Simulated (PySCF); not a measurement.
**C$_{5}$H$_{7}$S (SMILES CC(=S)[C]1CC1) (doublet): density, localisation and related maps**

```csv
atom,x (Å),y (Å),z (Å)
C,-1.9325,0.4982,-0.6570
C,-0.9010,-0.5606,-0.4114
S,-1.4148,-2.2063,-0.5000
C,0.3707,-0.2737,-0.1348
C,1.3992,0.7441,0.0774
C,1.7200,-0.7357,0.1705
H,-2.3557,0.3782,-1.6535
H,-2.7438,0.3995,0.0628
H,-1.4917,1.4883,-0.5702
H,1.7614,1.3006,-0.7764
H,1.3710,1.3266,0.9881
H,1.9111,-1.1660,1.1441
H,2.3018,-1.1926,-0.6185
```

Geometry: GFN2-xTB.

These are results of UKS B3LYP, pcH-1 on C H S, non-relativistic, mean-field spin-orbit, GIAO in PySCF, not measurements.

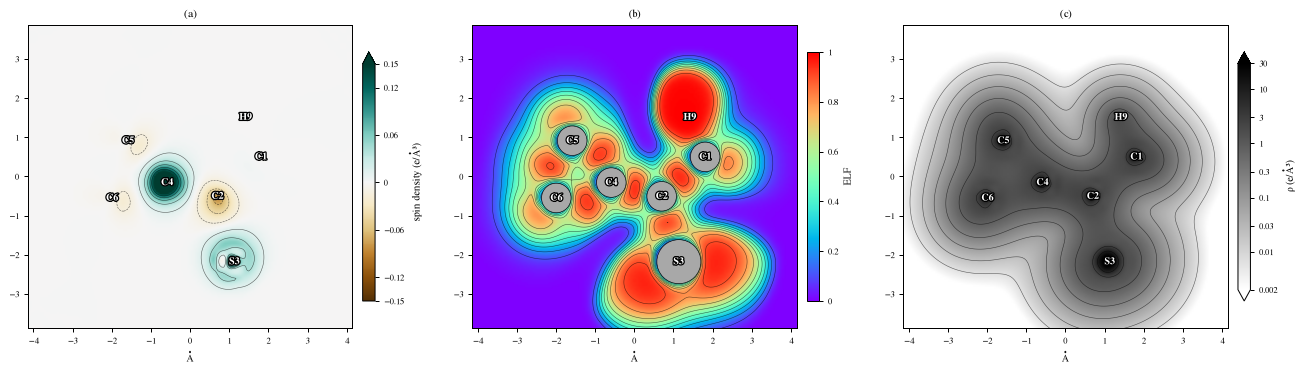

Figure 1. (a) spin density; (b) electron localisation function; (c) total electron density on the plane of atoms C5, C4 and C6. Grey discs cover the atomic cores in the ELF map.

Describe what can be read from this map.

The plane passes through C, S and H nuclei.
C–C (1.33 Å): ρ is about 2 e/Å³ halfway; the ELF peaks at about 0.95 between the atoms: a short, multiple covalent bond.
C–S (1.73 Å): ρ is about 1.2 e/Å³ halfway; the ELF peaks at about 0.90 between the atoms, as expected for a covalent bond.
C–H (1.09 Å): the density is about 1.7 e/Å³ at the midpoint; the ELF climbs to about 1 towards the hydrogen, as it does in any bond to H: a covalent bond by its length.
C–C (1.46 Å): ρ is about 1.5 e/Å³ halfway; the ELF peaks at about 0.85 between the atoms (a covalent bond).
C–C (1.52 Å): ρ at the midpoint is about 1.3 e/Å³; the ELF peaks at about 0.80 between the atoms: localised, covalent bonding.
The ELF also peaks beside S3, away from the bonds: non-bonding electrons, paired or unpaired.
The unpaired spin (1 electron) lies mostly on S3 (about 0.7) and C4 (about 0.3), in electrons by Hirshfeld's partition.

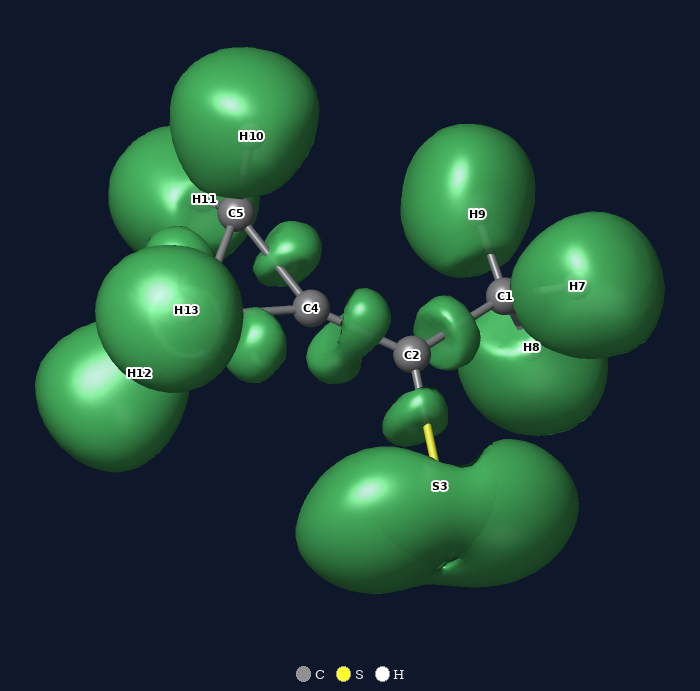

Figure 2. Isosurface of the ELF at 0.8 (green), seen at a tilt. Only the valence region is drawn (cores and ρ < 0.01 e/Å³ removed).

Describe the localisation domains.

The surface consists of five regions between bonded C–C atoms (shared pairs), one region between bonded C–S atoms (shared pairs), seven regions around hydrogen nuclei and one ring or bowl of non-bonding electrons around S.

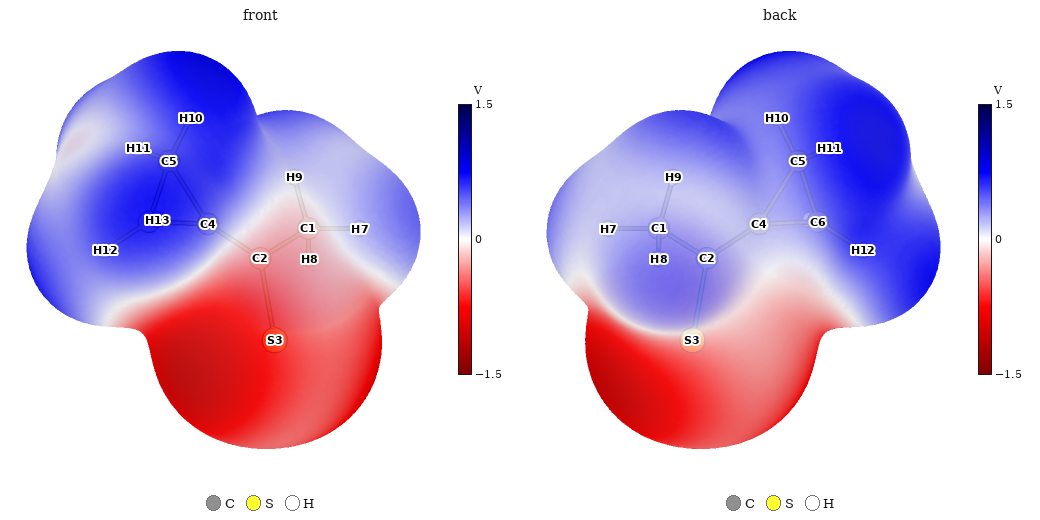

Figure 3. The molecular electrostatic potential painted on the density surface at 0.001 e/bohr³, seen from the front and from behind; red is negative and blue positive.

Where is the surface potential most negative and most positive?

The most negative region (about −1.1 V) lies over S3, the most positive (about +0.8 V) over H10 and H11.
